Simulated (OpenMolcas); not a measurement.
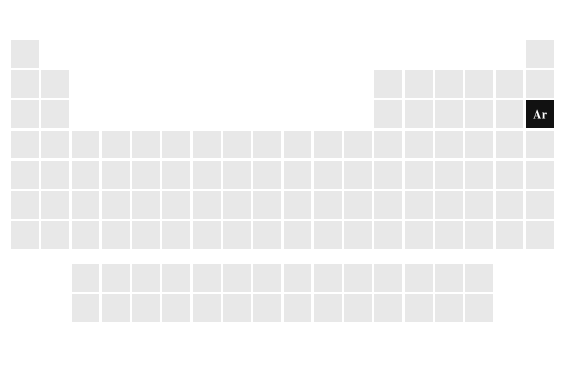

The place of argon in the periodic table.

Run report: Ar⁶⁺, multiconfigurational calculation

- system: Ar⁶⁺.
- method: state-averaged CASSCF, active space 2 electrons in the shells 3s 3p, basis ANO-RCC-VDZ, X2C scalar Hamiltonian, spin-orbit coupling by RASSI with atomic mean-field integrals (OpenMolcas)

**Input file**
```
&GATEWAY
Coord
1

Ar 0.0 0.0 0.0
Basis=ANO-RCC-VDZ
Group=XYZ
NoMove
AngMom=0.0 0.0 0.0
AMFI
RX2C
&SEWARD
&RASSCF
FileOrb=start.orb
Symmetry=1
Spin=3
nElAct=2 0 0
Inactive=2 3
Ras2=1 3
CIRoot=3 3 1
SDav=3
CIMx=300
Iter=97 100
PrWF=0.3
OrbListing=Nothing
MaxOrb=0
Atom
CIOnly
>>> COPY $Project.JobIph JOB001
```

The file start.orb holds starting orbitals from an earlier step.

Hardware: 1 CPU thread, shared host.

Run as:
```bash
OMP_NUM_THREADS=1 MOLCAS_MEM=2252 MOLCAS_PROJECT=a pymolcas a.inp > a.log  # once for each step of the input, in one work folder
```

**Output (extracts)**
```
--- SEWARD ---
Basis set label: AR.ANO-RCC...4S3P.

      Electronic valence basis set:
      ------------------
      Associated Effective Charge  18.000000 au
      Associated Actual Charge     18.000000 au
      Nuclear Model: Point charge

      Shell  nPrim  nBasis  Cartesian Spherical Contaminant
         s      17       4        X
         p      12       3        X
RX2C
                  Relativistic X2C integrals
                  Atomic mean-field integrals
--- RASSCF ---

 Nr of active orbitals     NAC=   4
 Spin degeneracy         ISPIN=   3
 There can be no such wave function.
 ************************************************
--- Stop Module: rasscf at  /rc=_RC_INPUT_ERROR_ ---
.####################.
.# User input error #.
.####################.
```

**What the run reported**

```
quantity                   value
 outcome  refused by the program
```

**What went wrong**

The input is odd on purpose: misspelt keyword. The program refused the input; the driver noted: RASSCF spin 3: _RC_INPUT_ERROR_.
